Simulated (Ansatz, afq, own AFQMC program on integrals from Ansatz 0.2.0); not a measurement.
**AlH₄ (doublet): quantum Monte Carlo beside coupled cluster at scale of all distances = 1.513, 6-31G, part 1 of 2**

Aim: compute AlH₄ (doublet) with auxiliary-field quantum Monte Carlo on the same integrals as coupled cluster, and set the energies side by side.

Computed with Ansatz 0.2.0, Gaussian basis, and an in-house AFQMC program (afq) on its integrals; all values are calculated. Level: 6-31G, frozen cores.

The runs, in order: Full CI; PBE (unrestricted); r2SCAN (unrestricted); PBE0 (unrestricted); B3LYP (unrestricted); wB97M-V (unrestricted); B2PLYP (unrestricted); CCSD(T) on UHF; Full CI; Full CI (quartet); CCSDT(Q) on UHF; CCSDTQ on UHF; Phaseless AFQMC, CISD trial on UHF; Free-projection AFQMC, first-order trial on UHF; Free-projection AFQMC, CID trial on UHF; CCSD(T) on ROHF; Full CI; CCSDT(Q) on ROHF; CCSDTQ on ROHF; Phaseless AFQMC, CISD trial on ROHF; Free-projection AFQMC, first-order trial on ROHF; Free-projection AFQMC, CID trial on ROHF.

9 further runs of the same task are left out: 9 that didn't finish.

### Step 1. What is computed

The geometry derives from a PBE0/def2-TZVP stationary point (not a proven minimum). All distances are scaled together.

5 atoms, charge 0, spin multiplicity 2.

Atoms are counted from 1 here; the program's logs count them from 0.

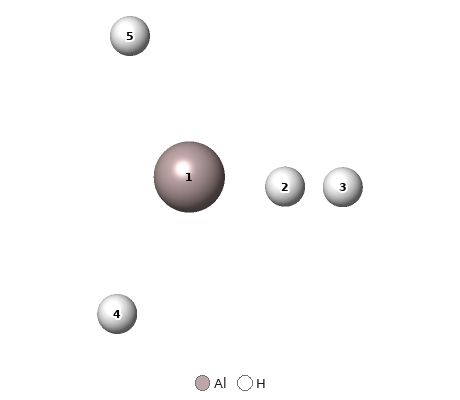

The geometry (aluminium light grey, hydrogen white); atoms are numbered from 1 in the order of the file.

As a file:

```xyz
5
AlH4
Al   -0.09058    0.00022   -0.20088
H     0.67892    0.00273    3.00447
H    -0.47972   -0.01348    2.96002
H     1.10949    2.09295   -0.28565
H     1.11601   -2.08814   -0.30153
```

### Step 2. Full CI

in.yaml reads:

```yaml
crystal:
  periodic: [false, false, false]
  atoms:
    - {symbol: Al, position_ang: [-0.090578, 0.000222, -0.200878]}
    - {symbol: H, position_ang: [0.678917, 0.002726, 3.004473]}
    - {symbol: H, position_ang: [-0.479720, -0.013475, 2.960016]}
    - {symbol: H, position_ang: [1.109485, 2.092947, -0.285650]}
    - {symbol: H, position_ang: [1.116007, -2.088136, -0.301526]}
basis:
  gaussian: {orbitals: 6-31G}
magnetization: {spin_polarized: false, initial_magnetization: 1}
correlation: {method: fci, electrons: outside_noble_gas}
```

Launch:

```
> ansatz run in.yaml --threads 1 --pin off --events-out ev --progress --plain --max-ram 16896MiB --backend cuda --devices 0, --max-vram 18GiB
```

What it wrote, cut to the lines that bear on the results:

```text
Functional definition: HF
  name "HF"
  cite "Fock, Z. Phys. 61, 126 (1930) doi:10.1007/BF01340294"
  parent pbe
[...]
442 factors; integrals over basis functions are off by at most 1.7e-7 eV
[...]
mean field -6637.92303799 eV, -243.9391723001 hartree, gradient 2.5e-6 eV, S^2 0.750000; 5 other end points of the search recorded, 0 dependent functions left out
[...]
determinant -6637.92303799 eV, -243.9391723001 hartree, with singles and doubles -6640.99397952 eV, -244.0520273200 hartree
determinant -6637.68204523 eV, -243.9303159796 hartree, with singles and doubles -6641.04577982 eV, -244.0539309459 hartree
determinant -6637.92303799 eV, -243.9391723001 hartree, with singles and doubles -6641.03137817 eV, -244.0534016949 hartree
determinant -6637.68204523 eV, -243.9303159796 hartree, with singles and doubles -6641.04734593 eV, -244.0539884993 hartree
5 core orbitals not correlated: weight in the atoms' cores, before any rotation towards them, 1.000 or more for the frozen orbitals, at most 0.000 for the correlated occupied ones
reference -6637.92303799 eV, -243.9391723001 hartree; 4, 3 occupied and 12, 13 virtual orbitals, 442 factors
state -6641.16054734 eV, -244.0581485746 hartree
5 core orbitals not correlated: weight in the atoms' cores, before any rotation towards them, 1.000 or more for the frozen orbitals, at most 0.000 for the correlated occupied ones
state -6641.16061714 eV, -244.0581511396 hartree
Total energy: -6641.16061714 eV, -244.0581511396 hartree
```

Run time: 21 s. Hardware: 1 × NVIDIA H100 80GB HBM3 with 1 thread of AMD EPYC 7R13 (Zen 3), shared host; peak host memory 1.5 GiB.

From the report: 1,019,200 determinants, symmetry A.

### Step 3. PBE (unrestricted)

Changes to in.yaml since step 2:

```diff
@@ -10,3 +10,4 @@
   gaussian: {orbitals: 6-31G}
-magnetization: {spin_polarized: false, initial_magnetization: 1}
-correlation: {method: fci, electrons: outside_noble_gas}
+magnetization: {spin_polarized: true, initial_magnetization: 1}
+hamiltonian: {xc: {name: PBE}}
+output: {orbitals: {seedname: orbitals}}
```

Launch:

```
> ansatz run in.yaml --threads 1 --pin off --events-out ev --progress --plain --max-ram 5632MiB --backend cpu
```

What it wrote:

```text
Functional definition: PBE
  name "PBE"
  cite "Perdew, Burke & Ernzerhof, Phys. Rev. Lett. 77, 3865 (1996) doi:10.1103/PhysRevLett.77.3865"
  parent pbe
  parameter kappa = 0.804
  parameter beta = 0.06672455060314922
  exchange = pbe_x(kappa = kappa, mu = beta*pi^2/3)
  correlation = pbe_c(beta = beta)
266 factors; integrals over basis functions are off by at most 8.5e-4 eV
mean field evaluation 1: about -6649.5215 eV, gradient 9.3e0 eV
mean field evaluation 2: about -6646.0008 eV, gradient 1.7e1 eV
mean field evaluation 4: about -6650.7852 eV, gradient 5.4e-1 eV
mean field evaluation 8: about -6650.7856 eV, gradient 6.4e-2 eV
mean field evaluation 16: about -6650.7857 eV, gradient 2.4e-5 eV
mean field -6650.78566904 eV, -244.4118652726 hartree, gradient 2.4e-5 eV, S^2 0.773073; 1 other end points of the search recorded, 0 dependent functions left out
reference -6650.78570862 eV, -244.4118667272 hartree; 9, 8 occupied and 12, 13 virtual orbitals, 266 factors
Total energy: -6650.78570862 eV, -244.4118667272 hartree
```

Wall time 0.51 s (1 thread of AMD EPYC 7R13 (Zen 3), shared host); peak memory 1.5 GiB.

From the report: ⟨S²⟩ of the determinant 0.773 (pure doublet: 0.75).

### Step 4. r2SCAN (unrestricted)

Changes to in.yaml since step 3:

```diff
@@ -11,3 +11,2 @@
 magnetization: {spin_polarized: true, initial_magnetization: 1}
-hamiltonian: {xc: {name: PBE}}
-output: {orbitals: {seedname: orbitals}}
+hamiltonian: {xc: {name: r2SCAN}}
```

The command is unchanged.

What it wrote:

```text
Functional definition: r2SCAN
  name "r2SCAN"
  cite "Furness, Kaplan, Ning, Perdew & Sun, J. Phys. Chem. Lett. 11, 8208 (2020) doi:10.1021/acs.jpclett.0c02405"
  cite "Furness, Kaplan, Ning, Perdew & Sun, J. Phys. Chem. Lett. 11, 9248 (2020) doi:10.1021/acs.jpclett.0c03077"
  parent r2scan
  parameter k0 = 0.174
  parameter k1 = 0.065
  parameter a1 = 4.9479
  exchange = r2scan_x(k0 = k0, k1 = k1, a1 = a1)
  correlation = r2scan_c
266 factors; integrals over basis functions are off by at most 8.5e-4 eV
mean field evaluation 1: about -6652.5003 eV, gradient 8.5e0 eV
mean field evaluation 2: about -6650.5357 eV, gradient 1.4e1 eV
mean field evaluation 4: about -6653.6558 eV, gradient 5.3e-1 eV
mean field evaluation 8: about -6653.6641 eV, gradient 2.9e-2 eV
mean field evaluation 16: about -6653.6641 eV, gradient 3.3e-4 eV
mean field -6653.66408393 eV, -244.5176450687 hartree, gradient 3.8e-5 eV, S^2 0.817477; 2 other end points of the search recorded, 0 dependent functions left out
reference -6653.66409916 eV, -244.5176456286 hartree; 9, 8 occupied and 12, 13 virtual orbitals, 266 factors
Total energy: -6653.66409916 eV, -244.5176456286 hartree
```

Run time: 1 s. Hardware: 1 thread of AMD EPYC 7R13 (Zen 3), shared host; peak memory 1.5 GiB.

From the report: ⟨S²⟩ of the determinant 0.817 (pure doublet: 0.75).

### Step 5. PBE0 (unrestricted)

Changes to in.yaml since step 4:

```diff
@@ -11,2 +11,3 @@
 magnetization: {spin_polarized: true, initial_magnetization: 1}
-hamiltonian: {xc: {name: r2SCAN}}
+hamiltonian: {xc: {name: PBE0}}
+output: {orbitals: {seedname: orbitals}}
```

Same command.

What it wrote:

```text
Functional definition: PBE0
  name "PBE0"
  cite "Adamo & Barone, J. Chem. Phys. 110, 6158 (1999) doi:10.1063/1.478522"
  cite "Perdew, Burke & Ernzerhof, Phys. Rev. Lett. 77, 3865 (1996) doi:10.1103/PhysRevLett.77.3865"
  parent pbe
  parameter a = 0.25
  parameter kappa = 0.804
  parameter beta = 0.06672455060314922
  exchange = (1 - a)*pbe_x(kappa = kappa, mu = beta*pi^2/3) + a*exact_x
  correlation = pbe_c(beta = beta)
266 factors; integrals over basis functions are off by at most 8.5e-4 eV
mean field evaluation 1: about -6650.2750 eV, gradient 7.1e0 eV
mean field evaluation 2: about -6650.2684 eV, gradient 7.5e0 eV
mean field evaluation 4: about -6651.1591 eV, gradient 3.4e-1 eV
mean field evaluation 8: about -6651.1617 eV, gradient 1.9e-2 eV
mean field evaluation 16: about -6651.1617 eV, gradient 1.1e-4 eV
mean field -6651.16167721 eV, -244.4256833183 hartree, gradient 2.0e-5 eV, S^2 0.813809; 2 other end points of the search recorded, 0 dependent functions left out
reference -6651.16170699 eV, -244.4256844125 hartree; 9, 8 occupied and 12, 13 virtual orbitals, 266 factors
Total energy: -6651.16170699 eV, -244.4256844125 hartree
```

It took 0.51 s on 1 thread of AMD EPYC 7R13 (Zen 3), shared host; peak memory 1.5 GiB.

From the report: ⟨S²⟩ of the determinant 0.814 (pure doublet: 0.75).

### Step 6. B3LYP (unrestricted)

Changes to in.yaml since step 5:

```diff
@@ -11,3 +11,2 @@
 magnetization: {spin_polarized: true, initial_magnetization: 1}
-hamiltonian: {xc: {name: PBE0}}
-output: {orbitals: {seedname: orbitals}}
+hamiltonian: {xc: {name: B3LYP}}
```

Launched as before.

What it wrote, cut to the lines that bear on the results:

```text
Functional definition: B3LYP
  name "B3LYP"
  cite "Stephens, Devlin, Chabalowski & Frisch, J. Phys. Chem. 98, 11623 (1994) doi:10.1021/j100096a001"
  cite "Becke, Phys. Rev. A 38, 3098 (1988) doi:10.1103/PhysRevA.38.3098"
  cite "Lee, Yang & Parr, Phys. Rev. B 37, 785 (1988) doi:10.1103/PhysRevB.37.785"
  cite "Vosko, Wilk & Nusair, Can. J. Phys. 58, 1200 (1980) doi:10.1139/p80-159"
[...]
266 factors; integrals over basis functions are off by at most 8.5e-4 eV
[...]
mean field -6655.50720948 eV, -244.5853786835 hartree, gradient 2.3e-5 eV, S^2 0.802262; 2 other end points of the search recorded, 0 dependent functions left out
reference -6655.50745249 eV, -244.5853876139 hartree; 9, 8 occupied and 12, 13 virtual orbitals, 266 factors
Total energy: -6655.50745249 eV, -244.5853876139 hartree
```

Run time: 0.66 s. Hardware: 1 thread of AMD EPYC 7R13 (Zen 3), shared host; peak memory 1.5 GiB.

From the report: ⟨S²⟩ of the determinant 0.802 (pure doublet: 0.75).

### Step 7. wB97M-V (unrestricted)

Changes to in.yaml since step 6:

```diff
@@ -11,2 +11,3 @@
 magnetization: {spin_polarized: true, initial_magnetization: 1}
-hamiltonian: {xc: {name: B3LYP}}
+hamiltonian: {xc: {name: wB97M-V}}
+output: {orbitals: {seedname: orbitals}}
```

The command is unchanged.

What it wrote, cut to the lines that bear on the results:

```text
Functional definition: wB97M-V
  name "wB97M-V"
  cite "Mardirossian & Head-Gordon, J. Chem. Phys. 144, 214110 (2016) doi:10.1063/1.4952647"
  cite "Becke, J. Chem. Phys. 107, 8554 (1997) doi:10.1063/1.475007"
  cite "Vydrov & Van Voorhis, J. Chem. Phys. 133, 244103 (2010) doi:10.1063/1.3521275"
  # Of w^i u^j: cxij and so on, Table III.
[...]
  gx(w, u) = 1 - cx + cx01*u + cx10*w
  gss(w, u) = css00 + css04*u^4 + css10*w + css20*w^2 + css43*w^4*u^3
  gos(w, u) = cos00 + cos10*w + (cos20 + cos21*u)*w^2 + (cos60 + cos61*u)*w^6
[...]
      + integral(e_c_pw_mod_opposite_spin*gos(b97_w_opposite, b97_u_opposite)) + vv10(b, c)
266 factors; integrals over basis functions are off by at most 8.5e-4 eV
121 factors; integrals over basis functions are off by at most 1.1e-5 eV
[...]
mean field -6653.29826440 eV, -244.5042014490 hartree, gradient 2.3e-5 eV, S^2 0.809708; 2 other end points of the search recorded, 0 dependent functions left out
reference -6653.29830956 eV, -244.5042031087 hartree; 9, 8 occupied and 12, 13 virtual orbitals, 266 factors
Total energy: -6653.29830956 eV, -244.5042031087 hartree
```

Run time: 3 s. Hardware: 1 thread of AMD EPYC 7R13 (Zen 3), shared host; peak memory 1.5 GiB.

From the report: ⟨S²⟩ of the determinant 0.810 (pure doublet: 0.75).

### Step 8. B2PLYP (unrestricted)

Changes to in.yaml since step 7:

```diff
@@ -11,3 +11,3 @@
 magnetization: {spin_polarized: true, initial_magnetization: 1}
-hamiltonian: {xc: {name: wB97M-V}}
-output: {orbitals: {seedname: orbitals}}
+hamiltonian: {xc: {name: B2PLYP}}
+correlation: {electrons: outside_noble_gas}
```

Launched as before.

What it wrote, cut to the lines that bear on the results:

```text
Functional definition: B2PLYP
  name "B2PLYP"
  cite "Grimme, J. Chem. Phys. 124, 034108 (2006) doi:10.1063/1.2148954"
  cite "Becke, Phys. Rev. A 38, 3098 (1988) doi:10.1103/PhysRevA.38.3098"
  cite "Lee, Yang & Parr, Phys. Rev. B 37, 785 (1988) doi:10.1103/PhysRevB.37.785"
[...]
266 factors; integrals over basis functions are off by at most 8.5e-4 eV
[...]
mean field -6649.94755567 eV, -244.3810651746 hartree, gradient 7.1e-6 eV, S^2 0.894214; 2 other end points of the search recorded, 0 dependent functions left out
5 core orbitals not correlated: weight in the atoms' cores, before any rotation towards them, 1.000 or more for the frozen orbitals, at most 0.000 for the correlated occupied ones
reference -6649.94771052 eV, -244.3810708653 hartree; 4, 3 occupied and 12, 13 virtual orbitals, 266 factors
second order -2.18079660 eV of doubles, -0.00000000 eV of singles
Total energy: -6650.53652561 eV, -244.4027094205 hartree
```

Run time: 0.63 s. Hardware: 1 thread of AMD EPYC 7R13 (Zen 3), shared host; peak memory 1.5 GiB.

From the report: ⟨S²⟩ of the determinant 0.894 (pure doublet: 0.75).

### Step 9. CCSD(T) on UHF

Changes to in.yaml since step 8:

```diff
@@ -11,3 +11,2 @@
 magnetization: {spin_polarized: true, initial_magnetization: 1}
-hamiltonian: {xc: {name: B2PLYP}}
-correlation: {electrons: outside_noble_gas}
+correlation: {method: ccsd_t, electrons: outside_noble_gas, hamiltonian_folder: ham}
```

Launch:

```
> ansatz run in.yaml --threads 1 --pin off --events-out ev --progress --plain --max-ram 16896MiB --backend cuda --devices 0, --max-vram 18GiB
```

What it wrote, cut to the lines that bear on the results:

```text
Functional definition: HF
  name "HF"
  cite "Fock, Z. Phys. 61, 126 (1930) doi:10.1007/BF01340294"
  parent pbe
[...]
266 factors; integrals over basis functions are off by at most 8.5e-4 eV
[...]
mean field -6638.39218672 eV, -243.9564131980 hartree, gradient 1.8e-6 eV, S^2 1.101852; 9 other end points of the search recorded, 0 dependent functions left out
determinant -6638.39218672 eV, -243.9564131980 hartree, with singles and doubles -6641.07341558 eV, -244.0549465412 hartree
determinant -6637.31491163 eV, -243.9168240687 hartree, with singles and doubles -6639.83000679 eV, -244.0092521112 hartree
determinant -6636.68817138 eV, -243.8937917894 hartree, with singles and doubles -6638.60118402 eV, -243.9640937072 hartree
5 core orbitals not correlated: weight in the atoms' cores, before any rotation towards them, 1.000 or more for the frozen orbitals, at most 0.000 for the correlated occupied ones
reference -6638.39218672 eV, -243.9564131980 hartree; 4, 3 occupied and 12, 13 virtual orbitals, 266 factors
second order -1.37994024 eV of doubles, -0.00000000 eV of singles
cycle   1  -2.68526579 eV  change   -4.0e-3 eV  update   3.6e-3
[...]
cycle  12  -2.69500926 eV  change    1.3e-6 eV  update   1.8e-6
perturbative correction -0.03371044 eV, -0.0012388357 hartree
Total energy: -6641.12090642 eV, -244.0566917973 hartree
```

Run time: 9 s. Hardware: 1 × NVIDIA H100 80GB HBM3 with 1 thread of AMD EPYC 7R13 (Zen 3), shared host; peak host memory 1.5 GiB.

From the report: ⟨S²⟩ of the determinant 1.102 (pure doublet: 0.75); correlation -2.7287 eV; T1 0.069; largest double amplitude 0.11.

This run also writes the integrals to the folder ham.

### Step 10. Full CI

in.yaml reads:

```yaml
hamiltonian:
  integrals:
    folder: ../ham
correlation: {method: fci}
```

Same command.

What it wrote:

```text
Functional definition: HF
  name "HF"
  cite "Fock, Z. Phys. 61, 126 (1930) doi:10.1007/BF01340294"
  parent pbe
  exchange = exact_x
  correlation = 0
reference -6638.39218672 eV, -243.9564131980 hartree; 4, 3 occupied and 12, 13 virtual orbitals, 266 factors
state -6641.16073186 eV, -244.0581553556 hartree
Total energy: -6641.16073186 eV, -244.0581553556 hartree
```

It took 8 s on 1 × NVIDIA H100 80GB HBM3 with 1 thread of AMD EPYC 7R13 (Zen 3), shared host; peak host memory 1.5 GiB.

From the report: 1,019,200 determinants.

### Step 11. Full CI (quartet)

in.yaml reads:

```yaml
crystal:
  periodic: [false, false, false]
  atoms:
    - {symbol: Al, position_ang: [-0.090578, 0.000222, -0.200878]}
    - {symbol: H, position_ang: [0.678917, 0.002726, 3.004473]}
    - {symbol: H, position_ang: [-0.479720, -0.013475, 2.960016]}
    - {symbol: H, position_ang: [1.109485, 2.092947, -0.285650]}
    - {symbol: H, position_ang: [1.116007, -2.088136, -0.301526]}
basis:
  gaussian: {orbitals: 6-31G}
magnetization: {spin_polarized: false, initial_magnetization: 3}
correlation: {method: fci, electrons: outside_noble_gas}
```

The command is unchanged.

What it wrote, cut to the lines that bear on the results:

```text
Functional definition: HF
  name "HF"
  cite "Fock, Z. Phys. 61, 126 (1930) doi:10.1007/BF01340294"
  parent pbe
[...]
442 factors; integrals over basis functions are off by at most 1.7e-7 eV
[...]
mean field -6636.76836621 eV, -243.8967388950 hartree, gradient 5.8e-6 eV, S^2 3.750000; 7 other end points of the search recorded, 0 dependent functions left out
[...]
5 core orbitals not correlated: weight in the atoms' cores, before any rotation towards them, 1.000 or more for the frozen orbitals, at most 0.000 for the correlated occupied ones
reference -6636.76836621 eV, -243.8967388950 hartree; 5, 2 occupied and 11, 14 virtual orbitals, 442 factors
state -6638.91184684 eV, -243.9755103554 hartree
Total energy: -6638.91184684 eV, -243.9755103554 hartree
```

It took 13 s on 1 × NVIDIA H100 80GB HBM3 with 1 thread of AMD EPYC 7R13 (Zen 3), shared host; peak host memory 1.5 GiB.

From the report: 524,160 determinants, symmetry A.

### Step 12. CCSDT(Q) on UHF

Changes to in.yaml since step 11:

```diff
@@ -10,3 +10,3 @@
   gaussian: {orbitals: 6-31G}
-magnetization: {spin_polarized: false, initial_magnetization: 3}
-correlation: {method: fci, electrons: outside_noble_gas}
+magnetization: {spin_polarized: true, initial_magnetization: 1}
+correlation: {method: ccsdt_q, electrons: outside_noble_gas}
```

The command is unchanged.

What it wrote, cut to the lines that bear on the results:

```text
Functional definition: HF
  name "HF"
  cite "Fock, Z. Phys. 61, 126 (1930) doi:10.1007/BF01340294"
  parent pbe
[...]
442 factors; integrals over basis functions are off by at most 1.7e-7 eV
[...]
mean field -6638.39224624 eV, -243.9564153855 hartree, gradient 1.7e-6 eV, S^2 1.101864; 9 other end points of the search recorded, 0 dependent functions left out
determinant -6638.39224624 eV, -243.9564153855 hartree, with singles and doubles -6641.07347515 eV, -244.0549487305 hartree
determinant -6637.31497562 eV, -243.9168264203 hartree, with singles and doubles -6639.83010599 eV, -244.0092557565 hartree
determinant -6636.68827605 eV, -243.8937956358 hartree, with singles and doubles -6638.60130191 eV, -243.9640980395 hartree
5 core orbitals not correlated: weight in the atoms' cores, before any rotation towards them, 1.000 or more for the frozen orbitals, at most 0.000 for the correlated occupied ones
reference -6638.39224624 eV, -243.9564153855 hartree; 4, 3 occupied and 12, 13 virtual orbitals, 442 factors
second order -1.37996503 eV of doubles, -0.00000000 eV of singles
cycle   1  -1.91162377 eV  change   -5.3e-1 eV  update   9.8e-2
[...]
cycle  20  -2.76556753 eV  change   -3.2e-7 eV  update   7.4e-7
perturbative correction -0.00199900 eV, -0.0000734618 hartree
Total energy: -6641.15981277 eV, -244.0581215796 hartree
```

Run time: 11 s. Hardware: 1 × NVIDIA H100 80GB HBM3 with 1 thread of AMD EPYC 7R13 (Zen 3), shared host; peak host memory 1.5 GiB.

From the report: ⟨S²⟩ of the determinant 1.102 (pure doublet: 0.75); correlation -2.7676 eV; T1 0.072; largest double amplitude 0.12.

### Step 13. CCSDTQ on UHF

Changes to in.yaml since step 12:

```diff
@@ -11,2 +11,2 @@
 magnetization: {spin_polarized: true, initial_magnetization: 1}
-correlation: {method: ccsdt_q, electrons: outside_noble_gas}
+correlation: {method: ccsdtq, electrons: outside_noble_gas}
```

Launched as before.

What it wrote, cut to the lines that bear on the results:

```text
Functional definition: HF
  name "HF"
  cite "Fock, Z. Phys. 61, 126 (1930) doi:10.1007/BF01340294"
  parent pbe
[...]
442 factors; integrals over basis functions are off by at most 1.7e-7 eV
[...]
mean field -6638.39224624 eV, -243.9564153855 hartree, gradient 1.7e-6 eV, S^2 1.101864; 9 other end points of the search recorded, 0 dependent functions left out
determinant -6638.39224624 eV, -243.9564153855 hartree, with singles and doubles -6641.07347515 eV, -244.0549487305 hartree
determinant -6637.31497562 eV, -243.9168264203 hartree, with singles and doubles -6639.83010599 eV, -244.0092557565 hartree
determinant -6636.68827605 eV, -243.8937956358 hartree, with singles and doubles -6638.60130191 eV, -243.9640980395 hartree
5 core orbitals not correlated: weight in the atoms' cores, before any rotation towards them, 1.000 or more for the frozen orbitals, at most 0.000 for the correlated occupied ones
reference -6638.39224624 eV, -243.9564153855 hartree; 4, 3 occupied and 12, 13 virtual orbitals, 442 factors
second order -1.37996503 eV of doubles, -0.00000000 eV of singles
cycle   1  -1.91162445 eV  change   -5.3e-1 eV  update   9.8e-2
[...]
cycle  20  -2.76849570 eV  change   -4.7e-7 eV  update   8.7e-7
Total energy: -6641.16074194 eV, -244.0581557258 hartree
```

It took 15 s on 1 × NVIDIA H100 80GB HBM3 with 1 thread of AMD EPYC 7R13 (Zen 3), shared host; peak host memory 1.5 GiB.

From the report: ⟨S²⟩ of the determinant 1.102 (pure doublet: 0.75); correlation -2.7685 eV; T1 0.073; largest double amplitude 0.12.

(Continued in part 2 of 2.)
